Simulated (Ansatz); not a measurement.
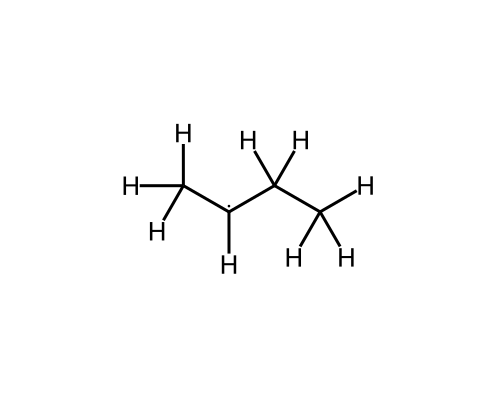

(Drawn from a calculation with Ansatz.)

The species is neutral and a spin doublet.

Question: Write the SMILES.

Answer: C[CH]CC

Question: What is the molecular formula?

Answer: C4H9.
